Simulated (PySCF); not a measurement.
Coordinates of C₂HF₂N, SMILES N#CC(F)F (Å):

```xyz
6

N      0.4594     2.0858    -0.3395
C      0.2147     0.9726    -0.1552
C     -0.1142    -0.4445     0.1183
F     -1.0460    -0.8631    -0.7475
F      0.9858    -1.1952    -0.0232
H     -0.4997    -0.5555     1.1471
```

GIAO shifts, KT3/pcSseg-2 with PySCF, at a PBE0-D3(BJ)/def2-SVP geometry (no frequency check), against TMS for ¹³C and NH₃ for ¹⁵N computed at the same level (¹⁵N: a single molecule, while the usual scales start at liquid NH₃ or nitromethane; multiply bonded nitrogen can come out tens of ppm too deshielded). Gas phase, fully decoupled, line heights follow the number of nuclei, widths are arbitrary (no quadrupolar broadening); values of one conformer, averaged over methyl-type rotors and exact or near symmetry.

How many ¹³C lines appear, and where?

2 signals.


| δ (ppm) | nuclei | atoms |
| --- | --- | --- |
| 108.6 | 1 | C2 |
| 104.6 | 1 | C3 |

Predict the ¹⁵N spectrum.

1 signal.


```tsv
δ (ppm)	nuclei	atoms
286.4	1	N1
```

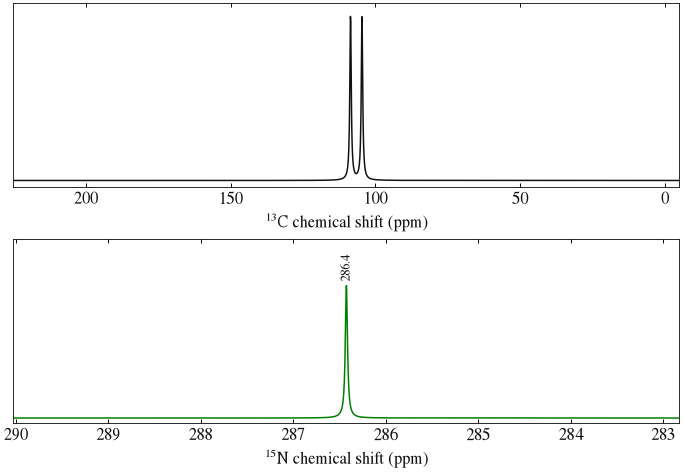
